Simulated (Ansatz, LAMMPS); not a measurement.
## Liquid Cu32Mg68 (at. %) at 1900 K (72 atoms): support functions against a reference

Aim: test how closely localised support functions follow the reference on liquid Cu32Mg68 (at. %) at 1900 K (72 atoms), and at what cost. A setting counts as converged where the r.m.s. difference of forces stays under 1 % of the r.m.s. force.

Program: Ansatz 0.2.0. Level of theory: Kohn-Sham DFT, PBE, PAW (set soft_2), plane waves. Results are calculated unless marked as measured.

## 1. The structure

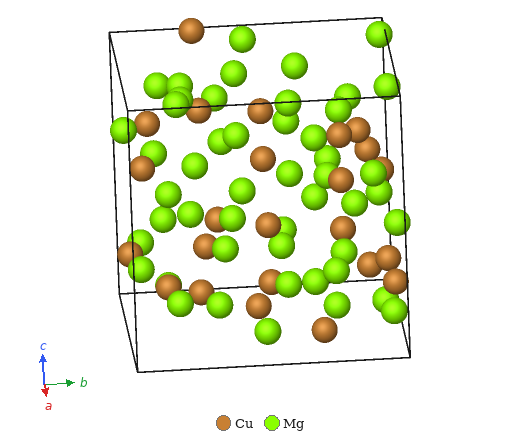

Start, viewed slightly off an axis; copper orange, magnesium green. Some periodic images of atoms are drawn too.

The cell holds 72 atoms: 23 Cu and 49 Mg. Its edges and angles: a = 12.223 Å, b = 12.223 Å, c = 12.223 Å, α = 90.0°, β = 90.0°, γ = 90.0°. 72 atoms (23 Cu, 49 Mg) placed at random at 2.85 g/cm³, melted at 2000 K for 10 ps at fixed volume with the MEAM Al-Si-Mg-Cu-Fe potential (Jelinek et al., Phys. Rev. B 85, 245102 (2012)). Snapshot at the end of a hold of 10 ps at 1900 K and zero pressure.

Limits known from the start: The network of bonds at the start is that of the classical potential that made the cell, and needn't be the one that DFT or experiment would give. The electron count is odd and the run has no spin polarisation.

## 2. Making the structure

A classical potential makes the cell, at a small fraction of what the same run would cost in DFT.

This step: classical MD, MEAM Al-Si-Mg-Cu-Fe potential (Jelinek et al., Phys. Rev. B 85, 245102 (2012)) (LAMMPS 22 Jul 2025 - Update 4).

in.lmp reads:

```
# melt-quench of Cu23Mg49
units metal
atom_style atomic
boundary p p p
region box block 0 11.5644 0 11.5644 0 11.5644
create_box 2 box
mass 1 63.5460   # Cu
mass 2 24.3050   # Mg
create_atoms 1 random 23 848272 NULL overlap 2.0 maxtry 2000
create_atoms 2 random 49 848279 NULL overlap 2.0 maxtry 2000
pair_style meam
pair_coeff * * library.meam AlS SiS MgS CuS FeS AlSiMgCuFe.meam CuS MgS
neigh_modify delay 0 every 1 check yes
thermo_style custom step time temp pe press density
thermo_modify norm yes
timestep 0.002
thermo 100
min_style cg
minimize 1e-4 1e-4 200 2000
reset_timestep 0
velocity all create 2000 848273 mom yes dist gaussian
fix lim all nve/limit 0.05
fix lan all langevin 2000 2000 0.2 848274 zero yes
thermo 500
run 1000 post no
unfix lim
unfix lan
thermo 833
fix md all nvt temp 2000 2000 0.2
run 5000 post no
unfix md
thermo 833
fix md all npt temp 2000 1900 0.2 iso 0 0 2
run 2500 post no
unfix md
compute msd all msd com yes
thermo 1250
fix md all npt temp 1900 1900 0.2 iso 0 0 2
run 5000 post no
print "== T1900: mean square displacement over the hold $(c_msd[4]:%.2f) A^2"
unfix md
uncompute msd
write_dump all custom T1900.dump id type xs ys zs modify sort id
```

Launch:

```
$ lmp -in in.lmp -log none -nocite
```

Numbers of over 12 decimals in the logs are rounded to 6 here.

The log of the run:

```text
LAMMPS (22 Jul 2025 - Update 4)
Created orthogonal box = (0 0 0) to (11.5644 11.5644 11.5644)
Created 23 atoms
Created 49 atoms
   Step          Time           Temp          PotEng         Press         Density
         0   0              0             -1.0597756      126949.67      2.8478233
        37   0.074          0             -1.9252308     -741.21186      2.8478233
Loop time of 0.0234099 s on 1 MPI rank(s) for 37 steps with 72 atoms
Minimization stats:
  Stopping criterion = energy tolerance
  Energy initial, next-to-last, final =
     -1.05977564351795  -1.92508106524403  -1.92523075009382
  Force two-norm initial, final = 35.476723 1.081715
[... 15 lines left out ...]
Loop time of 2.00708 s on 1 MPI rank(s) for 5000 steps with 72 atoms
   Step          Time           Temp          PotEng         Press         Density
[... 5 lines left out ...]
Loop time of 0.80697 s on 1 MPI rank(s) for 2500 steps with 72 atoms
   Step          Time           Temp          PotEng         Press         Density
[... 2 lines left out ...]
     10000   20             2027.4005     -1.6462646      5265.2943      2.2512662
     11250   22.5           1784.8853     -1.6269282     -6497.9322      2.2522575
     12500   25             2027.2341     -1.589306       15986.423      2.2737854
     13500   27             2009.7296     -1.6739469      10024.72       2.4116899
Loop time of 1.55815 s on 1 MPI rank(s) for 5000 steps with 72 atoms
== T1900: mean square displacement over the hold 137.30 A^2
```

Wall time 4.9 s (1 thread of Arm Neoverse V2, shared host); peak memory 0.071 GiB.

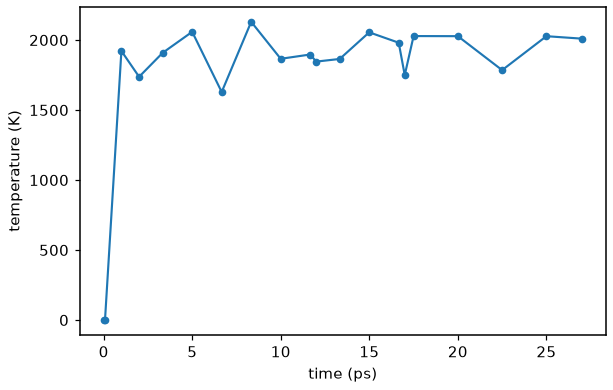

Temperature, plotted against time.

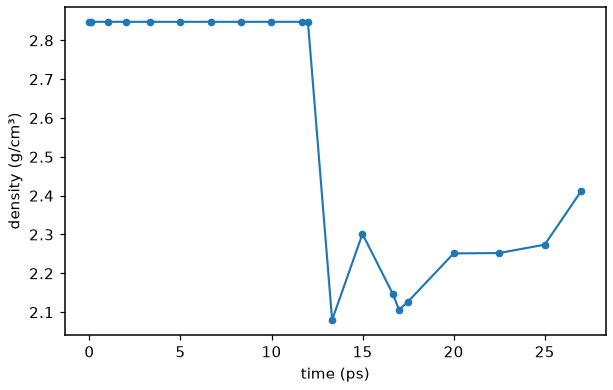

Density, plotted against time.

## 3. Plane-wave single point

This run is the reference for what follows, at a cutoff of 420 eV.

input.yaml reads:

```yaml
crystal:
  lattice:
    - [12.22326, 0.0, 0.0]
    - [0.0, 12.22326, 0.0]
    - [0.0, 0.0, 12.22326]
  atoms:
    - { symbol: Cu, position: [0.20552, 0.54738, 0.07599] }
    - { symbol: Cu, position: [0.38148, 0.07975, 0.58885] }
    - { symbol: Cu, position: [0.04256, 0.97392, 0.43312] }
    - { symbol: Cu, position: [0.04048, 0.2986, 0.00131] }
    - { symbol: Cu, position: [0.01439, 0.32347, 0.16718] }
    - { symbol: Cu, position: [0.5733, 0.14936, 0.18848] }
    - { symbol: Cu, position: [0.99359, 0.77177, 0.68969] }
    - { symbol: Cu, position: [0.8502, 0.77949, 0.81847] }
    - { symbol: Cu, position: [0.49784, 0.96173, 0.23212] }
    - { symbol: Cu, position: [0.50372, 0.51357, 0.8208] }
    - { symbol: Cu, position: [0.43738, 0.48426, 0.05721] }
    - { symbol: Cu, position: [0.32371, 0.02739, 0.24636] }
    - { symbol: Cu, position: [0.24231, 0.91451, 0.57434] }
    - { symbol: Cu, position: [0.21565, 0.90976, 0.12501] }
    - { symbol: Cu, position: [0.92641, 0.96205, 0.27064] }
    - { symbol: Cu, position: [0.42022, 0.87153, 0.70343] }
    - { symbol: Cu, position: [0.45251, 0.09992, 0.78046] }
    - { symbol: Cu, position: [0.60569, 0.33634, 0.44676] }
    - { symbol: Cu, position: [0.44369, 0.29088, 0.81731] }
    - { symbol: Cu, position: [0.83307, 0.70015, 0.07264] }
    - { symbol: Cu, position: [0.55785, 0.52368, 0.4005] }
    - { symbol: Cu, position: [0.43616, 0.52006, 0.61724] }
    - { symbol: Cu, position: [0.05042, 0.82532, 0.21735] }
    - { symbol: Mg, position: [0.24086, 0.86077, 0.37056] }
    - { symbol: Mg, position: [0.61703, 0.21414, 0.9147] }
    - { symbol: Mg, position: [0.62753, 0.33114, 0.12659] }
    - { symbol: Mg, position: [0.67892, 0.73891, 0.61517] }
    - { symbol: Mg, position: [0.87189, 0.18458, 0.97512] }
    - { symbol: Mg, position: [0.81236, 0.37894, 0.51093] }
    - { symbol: Mg, position: [0.32185, 0.43151, 0.91443] }
    - { symbol: Mg, position: [0.51608, 0.26522, 0.62911] }
    - { symbol: Mg, position: [0.81696, 0.98157, 0.46264] }
    - { symbol: Mg, position: [0.04078, 0.16459, 0.79912] }
    - { symbol: Mg, position: [0.31202, 0.99188, 0.83047] }
    - { symbol: Mg, position: [0.08627, 0.08017, 0.21707] }
    - { symbol: Mg, position: [0.82942, 0.49221, 0.07773] }
    - { symbol: Mg, position: [0.38721, 0.65135, 0.95126] }
    - { symbol: Mg, position: [0.36286, 0.95431, 0.0325] }
    - { symbol: Mg, position: [0.55459, 0.93411, 0.50324] }
    - { symbol: Mg, position: [0.32687, 0.16322, 0.1211] }
    - { symbol: Mg, position: [0.88595, 0.17245, 0.21846] }
    - { symbol: Mg, position: [0.71983, 0.15284, 0.58723] }
    - { symbol: Mg, position: [0.5911, 0.97167, 0.0578] }
    - { symbol: Mg, position: [0.01072, 0.46382, 0.3711] }
    - { symbol: Mg, position: [0.01279, 0.37434, 0.73166] }
    - { symbol: Mg, position: [0.16141, 0.13601, 0.57701] }
    - { symbol: Mg, position: [0.53862, 0.79749, 0.81978] }
    - { symbol: Mg, position: [0.60945, 0.76177, 0.09667] }
    - { symbol: Mg, position: [0.22376, 0.23723, 0.84856] }
    - { symbol: Mg, position: [0.68095, 0.58338, 0.20803] }
    - { symbol: Mg, position: [0.84686, 0.59216, 0.68054] }
    - { symbol: Mg, position: [0.70271, 0.40945, 0.79324] }
    - { symbol: Mg, position: [0.21936, 0.25934, 0.35544] }
    - { symbol: Mg, position: [0.4355, 0.70432, 0.46182] }
    - { symbol: Mg, position: [0.02935, 0.7787, 0.48218] }
    - { symbol: Mg, position: [0.06037, 0.48278, 0.96426] }
    - { symbol: Mg, position: [0.03663, 0.60743, 0.22202] }
    - { symbol: Mg, position: [0.69026, 0.60528, 0.90261] }
    - { symbol: Mg, position: [0.09318, 0.62853, 0.65352] }
    - { symbol: Mg, position: [0.6964, 0.04476, 0.2996] }
    - { symbol: Mg, position: [0.31506, 0.71662, 0.65083] }
    - { symbol: Mg, position: [0.62068, 0.00338, 0.81131] }
    - { symbol: Mg, position: [0.86013, 0.89902, 0.66896] }
    - { symbol: Mg, position: [0.44792, 0.14576, 0.41114] }
    - { symbol: Mg, position: [0.15903, 0.85406, 0.75341] }
    - { symbol: Mg, position: [0.27445, 0.37815, 0.64358] }
    - { symbol: Mg, position: [0.35728, 0.58113, 0.25883] }
    - { symbol: Mg, position: [0.86666, 0.74935, 0.30632] }
    - { symbol: Mg, position: [0.05608, 0.7173, 0.02351] }
    - { symbol: Mg, position: [0.43156, 0.3704, 0.28069] }
    - { symbol: Mg, position: [0.12046, 0.98082, 0.97296] }
    - { symbol: Mg, position: [0.39797, 0.80658, 0.23502] }
kpoints:
  mp_grid: { grid: [2, 2, 2] }
hamiltonian:
  xc: pbe
scf:
  occupations: { method: methfessel_paxton, width: 0.15 }
output:
  forces: true
  stress: true
  populations: true
  dos:
    method: { smearing: { sigma: 0.08 } }
    de: 0.1
    projected: { site_lists: { Cu: [Cu], Mg: [Mg] } }
  eigenvalues: true
  write_density: true
  write_potential: true
  volumetric_format: npy
```

Launch:

```
$ ansatz run input.yaml --threads 4 --pin off --max-ram 8192MiB --backend cpu --events-out ev --progress --plain --runs-dir out
```

The log of the run:

```text
Engine: ansatz 0.2.0, aarch64-unknown-linux-gnu
Pseudopotentials: kind: paw
Pseudopotential: Cu, paw, valence charge 19, recommended cutoff 420 eV (normal), Cu.paw.azcp
Pseudopotential: Mg, paw, valence charge 10, recommended cutoff 420 eV (normal), Mg.paw.azcp
[... 5 lines on functional and potentials left out ...]
Crystal: 72 atoms, lattice volume = 1826.254 Å³
Basis set: ecut = 420 eV, 35729 PW (Γ), exchange–correlation on 180×180×180 points (8 copies of the dense FFT grid, shifted against one another)
Bands: 557, of which v1, the nominal top of the filled ones, is band 464 counted from 1 (463 counted from 0)
Symmetry: 1 space group operations
Space group: P1 (ITA 1), of the structure as read, at distance tolerance 1.2e-4 Å
k-points: 8
[... 5 lines on functional and potentials left out ...]
Initial density: superposition of atomic densities (neutral atoms: chi_scale 0, normalization atom), corrected by the library's trained network
Initial wavefunctions: pseudopotential atomic-orbital guess
Functional: x = pbe(κ = 0.804, μ = 0.219515), c = pbe(β = 0.066725)
SCF iter   1: F=—  HF=-246611.650265 eV  |F-HF|=—  |Δ(HF+E_count)|=         —  Δρ=2.14e-3  dr2=3.62e-1  ethr=1.77e-3  ⟨swp⟩=7.2  Hψ=17154  notcnv=0  defer=8
preconditioner: auto → LDOS  [metal: Δε(μ)=0.019 eV  Ē_g=5.382 eV  σ=0.150 eV  W_gap=0.10  n_scr=460 (ndim 8)  ℏωp=16.3 eV  f_vac=0.052  D(μ)=31.31/eV (n_scr^D=170)  β→1.0]
SCF iter   2: F=—  HF=-246611.664233 eV  |F-HF|=—  |Δ(HF+E_count)|=   1.40e-2  S|Δr|=    0.00e0  Δρ=4.54e-3  dr2=2.47e-1  ethr=3.91e-5  ⟨swp⟩=2.0  Hψ=8177  notcnv=0  defer=9
SCF iter   3: F=—  HF=-246611.621863 eV  |F-HF|=—  |Δ(HF+E_count)|=   4.24e-2  S|Δr|=    0.00e0  Δρ=1.40e-3  dr2=2.90e-2  ethr=2.66e-5  ⟨swp⟩=2.0  Hψ=7591  notcnv=0  defer=9
SCF iter   4: F=—  HF=-246611.617905 eV  |F-HF|=—  |Δ(HF+E_count)|=   3.96e-3  S|Δr|=    0.00e0  Δρ=3.56e-4  dr2=3.00e-3  ethr=3.12e-6  ⟨swp⟩=2.0  Hψ=7473  notcnv=0  defer=9
SCF iter   5: F=—  HF=-246611.618308 eV  |F-HF|=—  |Δ(HF+E_count)|=   4.03e-4  S|Δr|=    0.00e0  Δρ=5.01e-4  dr2=3.03e-3  ethr=3.23e-7  ⟨swp⟩=2.0  Hψ=7591  notcnv=0  defer=9
SCF iter   6: F=—  HF=-246611.617807 eV  |F-HF|=—  |Δ(HF+E_count)|=   5.01e-4  S|Δr|=    0.00e0  Δρ=6.39e-5  dr2=8.81e-5  ethr=3.23e-7  ⟨swp⟩=2.0  Hψ=7569  notcnv=0  defer=9
SCF iter   7: F=—  HF=-246611.619627 eV  |F-HF|=—  |Δ(HF+E_count)|=   1.82e-3  S|Δr|=    0.00e0  Δρ=7.67e-5  dr2=7.72e-5  ethr=9.50e-9  ⟨swp⟩=2.0  Hψ=7599  notcnv=0  defer=9
SCF iter   8: F=—  HF=-246611.619620 eV  |F-HF|=—  |Δ(HF+E_count)|=   7.05e-6  S|Δr|=    0.00e0  Δρ=1.45e-5  dr2=4.50e-6  ethr=8.32e-9  ⟨swp⟩=2.0  Hψ=7639  notcnv=0  defer=9
SCF iter   9: F=—  HF=-246611.619621 eV  |F-HF|=—  |Δ(HF+E_count)|=   1.17e-6  S|Δr|=    0.00e0  Δρ=8.91e-6  dr2=1.10e-6  ethr=4.85e-10  ⟨swp⟩=2.0  Hψ=7318  notcnv=0  defer=9
SCF iter  10: F=—  HF=-246611.619621 eV  |F-HF|=—  |Δ(HF+E_count)|=   4.99e-8  S|Δr|=    0.00e0  Δρ=6.06e-6  dr2=4.71e-7  ethr=1.19e-10  ⟨swp⟩=2.0  Hψ=7572  notcnv=0  defer=9
SCF iter  11: F=-246611.619621 eV  HF=-246611.619621 eV  |F-HF|=6.25e-8  |Δ(HF+E_count)|=  4.37e-10  S|Δr|=    0.00e0  Δρ=2.66e-6  dr2=9.98e-8  ethr=1.08e-11  ⟨swp⟩=12.6  Hψ=31904  notcnv=0
SCF 1 converged in 11 iterations: F = -246611.619621 eV  dr2 = 9.98e-8
  greatest PAW one-centre occupation: 1.000 electrons in one spin orbital (limit 2), on the Cu atom at site 21 (counted from 0), in its partial waves of l = 0
SCF converged after 11 iterations
Stability not checked: this state was not tested for a lower state beside it, because cold or Methfessel-Paxton smearing, or corrected tetrahedra, fill the levels in a way that the test cannot read (fill_not_monotonic; see scf.lower_state_search)
Free energy (F): -246611.619621 eV
Harris-Foulkes:  -246611.619621 eV  (|F-HF|=6.25e-8)
Internal energy: -246611.610249 eV  (E = F + TS)
E sigma→0 (E₀):  -246611.617278 eV
Entropy (-TS):   -0.009372 eV (-0.130 meV/atom)
Fermi energy:    5.153763 eV
Step filling:    the computed levels leave a gap of 0.0022 eV = 0.0 smearing widths at the electron count; against every level under it full and every level over it empty, smearing changes F+E_penalty+E_count by -5.165 meV and its σ→0 estimate by -2.822 meV
--- Per-component energies (eV) ---
  E_band       = -31122.442000
  E_kinetic    = 10538.873191
  E_local      = -250196.892559  (includes V_loc(G=0)·N_el)
  E_nonlocal   = 13730.454759
  E_hartree    = 105554.217382
  E_xc         = -3398.878989
  E_vxc        = -4381.555387  (∫ρ·V_xc dr)
  E_paw        = -52654.985465  (= ΣΔE_a)
  E_vpaw       = -11921.790123  (= ΣTr[D̂ρ^β])
  E_aug_tail   = 0.006335  (compensation charges beyond the density's cutoff)
  E_ewald      = -70184.404902
  E_smearing   = -0.009372  (= −TS)
  E_closure    = -0.000000  (closes the sum)
  Σ components = -246611.619621   (vs F -246611.619621, Δ=0.00e0)
--- Forces (eV/Å), atoms counted from 1 ---
  atom   1  Cu     1.12838969     0.43617323     0.48798193
  atom   2  Cu    -0.19750811    -0.60123516     0.84184315
  atom   3  Cu     0.50905826     0.49587468    -0.02384924
  atom   4  Cu     0.79979299    -1.82855317    -2.84960795
  atom   5  Cu    -0.07597430     0.94899535     2.81400783
  atom   6  Cu    -1.11071968     0.01208111    -0.22371585
  atom   7  Cu    -0.88379665     0.06382619     0.51836854
  atom   8  Cu    -0.50191256    -0.96680372     1.25170785
  atom   9  Cu     1.39611388     1.29810016     0.56719851
  atom  10  Cu    -0.12091002    -0.25970889    -0.11038178
  atom  11  Cu     0.82211283     0.04180847     1.33272700
  atom  12  Cu    -0.82275767    -0.67217219     1.18462151
  atom  13  Cu     0.28183994     0.41418375    -0.06596726
  atom  14  Cu    -1.65836782    -1.08297397     2.14304090
[...]
atom  71  Mg    -0.89787817     0.53940528    -0.59724909
  atom  72  Mg    -0.04559427    -1.20395577    -0.84967759
  max |Σ_I F_I| component: 1.18e-4 eV/Å
--- Stress (GPa, compression-positive) ---
       -0.525270       0.215653      -0.462311
        0.215653       0.447488      -0.736763
       -0.462311      -0.736763      -0.576223
  P = ⅓ Tr σ = -0.2180 GPa (-2.180 kbar)
--- Band table (eV; the first three rows and the last of 8) ---
  k-point 0: bands = ["-108.1024", "-107.7955", "-107.7852", "-107.7663", [... 541 levels ...], "9.4821", "9.5169", "9.5814", "9.5937", "9.6509", "9.6691", "9.7183", "9.8049", "9.8289", "9.8908", "9.9136", "10.0823"]
[...]
--- Löwdin populations: 72 sites ---
  site symbol       q [e]
     0     Cu     19.3444
     1     Cu     19.2709
     2     Cu     19.2988
[...]
71     Mg      9.3405
  spilling = 0.024796 (of n_electrons = 927.000000)
```

It took 7.6 min on 4 threads of Arm Neoverse V2, shared host; peak memory 6.8 GiB; 29 min of CPU time.

The column dr2 measures how far the density is from self-consistency, as an energy; F and HF (Harris–Foulkes) agree once it is small.

The program notes that it cut back its work space to fit the memory limit.

Read from the output:

| Quantity | Value |
| --- | --- |
| free energy | -246611.6196 eV |
| free energy per atom | -3425.1614 eV/atom |
| SCF cycles | 11 |
| pressure | -0.218 GPa |
| r.m.s. force component | 0.7836 eV/Å |
| longest force | 3.479 eV/Å |
| Fermi energy | 5.154 eV |
| levels partly filled by over 2 per cent | 30 |
| spilling of the projection | 0.0248 |

The r.m.s. force component of 0.78 eV/Å sets the scale for the differences below.

## 4. Support functions medium

The cell is solved in localised support functions. The level medium gives here a grid of 54×54×54 points and a radius of 4.35 Å.

This step: Kohn-Sham DFT, PBE, PAW (set soft_2), localised support functions (medium) (Ansatz 0.2.0).

input.yaml, the sections that differ from step 3:

```yaml
scf:
  occupations: { method: methfessel_paxton, width: 0.15 }
  eigensolver: { kind: { support_functions: { accuracy: medium } } }
  max_iter: 150
output:
  forces: true
# crystal, kpoints, hamiltonian: as in step 3
```

The log of the run:

```text
Warning: scf.eigensolver.kind.support_functions: disabling space-group detection — the functions' gradient is summed over unrotated k-points, so no spatial operation reduces the k-mesh or symmetrises the density; time reversal is kept, so that k and −k are solved as one point where they differ and the mesh holds both, and exact exchange and, on two spinor components, a DFT+U term hold to it where the run has them: [...]
settings of this run that can trade accuracy for cost: scf.eigensolver.kind.support_functions [...]
[...]
Crystal: 72 atoms, lattice volume = 1826.254 Å³
Basis set: ecut = 420 eV, 35729 PW (Γ), exchange–correlation on 180×180×180 points (8 copies of the dense FFT grid, shifted against one another)
Bands: 557, of which v1, the nominal top of the filled ones, is band 464 counted from 1 (463 counted from 0)
Symmetry: 1 space group operations
k-points: 8
[...]
Eigensolver: Support functions (medium, 54×54×54 points, laid for a spacing of at most 0.228497 Å, radius 4.349527 Å, up to 4.528343 Å in less dense regions, 1 species' potentials softened for the grid, 2 wholly corrected for its errors in the mean over positions, 2 with the egg-box correction, energy correction by stochastic trace)
[...]
SCF iter   1: F=—  HF=-246675.859903 eV  |F-HF|=—  |Δ(HF+E_count)|=         —  Δρ=3.59e-1  dr2=2.49e3  ethr=1.00e-1
[...]
SCF iter  24: F=—  HF=-246611.672068 eV  |F-HF|=—  |Δ(HF+E_count)|=   1.86e-3  S|Δr|=    0.00e0  Δρ=1.17e-5  dr2=2.67e-6  ethr=7.59e-10  κ⁻¹=1.0e-4(r=7)
SCF iter  25: F=-246611.673707 eV  HF=-246611.673708 eV  |F-HF|=6.14e-7  |Δ(HF+E_count)|=   1.64e-3  S|Δr|=    0.00e0  Δρ=6.55e-6  dr2=1.07e-6  ethr=2.88e-10
SCF 1 converged in 25 iterations: F = -246611.708762 eV  dr2 = 1.07e-6
[...]
SCF converged after 25 iterations
[...]
Free energy (F): -246611.708762 eV
[...]
Internal energy: -246611.699617 eV  (E = F + TS)
E sigma→0 (E₀):  -246611.706476 eV
Entropy (-TS):   -0.009145 eV (-0.127 meV/atom)
Fermi energy:    5.153892 eV
[...]
Σ components = -246611.708762   (vs F -246611.708762, Δ=0.00e0)
--- Forces (eV/Å), atoms counted from 1 ---
  atom   1  Cu     1.12811842     0.43581379     0.48766535
  atom   2  Cu    -0.19717813    -0.60175999     0.84312542
  atom   3  Cu     0.50852590     0.49424460    -0.02582950
  atom   4  Cu     0.79893535    -1.82722928    -2.84956491
[...]
atom  72  Mg    -0.04582712    -1.20366317    -0.84940159
  max |Σ_I F_I| component: 4.35e-3 eV/Å
--- Band table (eV; the first three rows and the last of 8) ---
[...]
guard bands above this table: 79 of the run's 557 bands (output.publish_guard_bands: true publishes all)
[...]
```

It took 4.5 min on 4 threads; peak memory 3.6 GiB.

The program notes that the band table was not solved further than the SCF left it, the correction for the support functions is uncertain and it switched symmetry off.

Keys that differ from the reference: support_functions.accuracy = "medium" and scf.max_iter = 150.

Forces differ from the reference by 0.79 meV/Å r.m.s., 0.10 % of their size, well within a tolerance of 1 %; the energy by -1.2 meV/atom.

[end of part 1 of 2]

[Logs are printed without paths, hosts, clocks, repeated set-up lines and the standing remarks that a program may print on its own settings, such as how far it seeks lower states.]

[Hosts, paths, dates, database ids (printed as entryN), source tags and the programs' standing remarks are cut or masked in the printed files.]
